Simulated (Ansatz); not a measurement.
# C₂H₆O₃W: basis-set convergence

Aim: see how fast density functionals converge with the basis set for C₂H₆O₃W.

Method: one geometry, several basis sets; program: Ansatz 0.2.0, Gaussian basis.

Levels to be run: PBE0-D4/def2-SVP; ωB97M-V/def2-SVP; PBE0-D4/def2-QZVPP; ωB97M-V/def2-QZVPP; the functionals' def2-TZVPP values are taken from earlier runs.

### Step 1. The geometry

The geometry comes from an earlier relaxation with PBE0-D4 in a triple-zeta def2 set; it is a stationary point, not always the lowest conformer. W takes the def2 core potential; no spin-orbit term is included.

SMILES `C[O][W]([CH3])(=[O])=[O]`, 12 atoms, charge 0, spin multiplicity 1.

Atoms are counted from 1 here; the program's logs count them from 0.

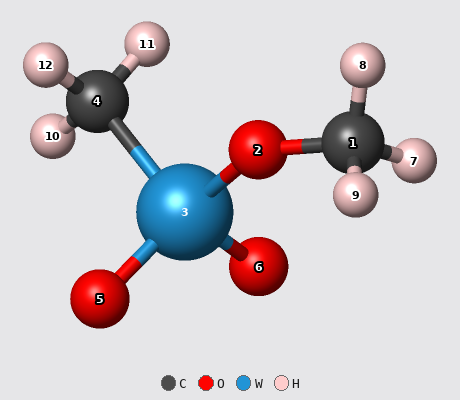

The geometry (carbon dark grey, oxygen red, tungsten blue, hydrogen pink); atoms are numbered from 1 in the order of the file.

Geometry (Å):

```
atom    x (Å)    y (Å)    z (Å)
  C1  -0.6487  -0.7118   2.1818
  O2   0.0733  -0.3077   1.0460
  W3   0.1558   0.8988  -0.3618
  C4   0.6483  -0.1489  -2.1297
  O5   1.3824   2.0706  -0.1663
  O6  -1.3285   1.6757  -0.6823
  H7  -1.7099  -0.4737   2.0744
  H8  -0.5318  -1.7909   2.3013
  H9  -0.2505  -0.2116   3.0676
 H10   0.7130   0.5409  -2.9741
 H11  -0.1191  -0.8970  -2.3475
 H12   1.6157  -0.6444  -2.0092
```

### Step 2. PBE0-D4 in def2-SVP

in.yaml reads:

```yaml
crystal:
  periodic: [false, false, false]
  atoms:
    - {symbol: C, position_ang: [-0.648703, -0.711836, 2.181751]}
    - {symbol: O, position_ang: [0.073254, -0.307688, 1.046003]}
    - {symbol: W, position_ang: [0.155817, 0.898784, -0.361834]}
    - {symbol: C, position_ang: [0.648275, -0.148882, -2.129711]}
    - {symbol: O, position_ang: [1.382429, 2.070596, -0.166336]}
    - {symbol: O, position_ang: [-1.328521, 1.675721, -0.682335]}
    - {symbol: H, position_ang: [-1.709896, -0.473667, 2.074364]}
    - {symbol: H, position_ang: [-0.531785, -1.790875, 2.301294]}
    - {symbol: H, position_ang: [-0.250505, -0.211600, 3.067589]}
    - {symbol: H, position_ang: [0.713017, 0.540888, -2.974110]}
    - {symbol: H, position_ang: [-0.119076, -0.896989, -2.347496]}
    - {symbol: H, position_ang: [1.615695, -0.644444, -2.009179]}
basis:
  gaussian: {orbitals: def2-SVP}
hamiltonian: {xc: pbe0, dispersion: d4}
output: {orbitals: {seedname: orbitals}}
```

The run is started by

```console
> ansatz run in.yaml --threads 4 --pin off --events-out ev --progress --plain --max-ram 11315MiB
```

After this run come: ωB97M-V in def2-SVP; PBE0-D4 in def2-QZVPP; ωB97M-V in def2-QZVPP.

Q: Predict the results of all the runs planned. Wanted: PBE0-D4: double and triple zeta above quadruple; ωB97M-V: double and triple zeta above quadruple.

The runs gave:

```
                                       quantity           value
PBE0-D4: double and triple zeta above quadruple  11.04, 0.48 eV
ωB97M-V: double and triple zeta above quadruple  11.39, 0.46 eV
```

What this shows: For PBE0-D4 the step from double to triple zeta gains 10.56 eV and the next only 0.48 eV. These are total energies; as a rule much of such shifts cancels in differences, which this series doesn't test.
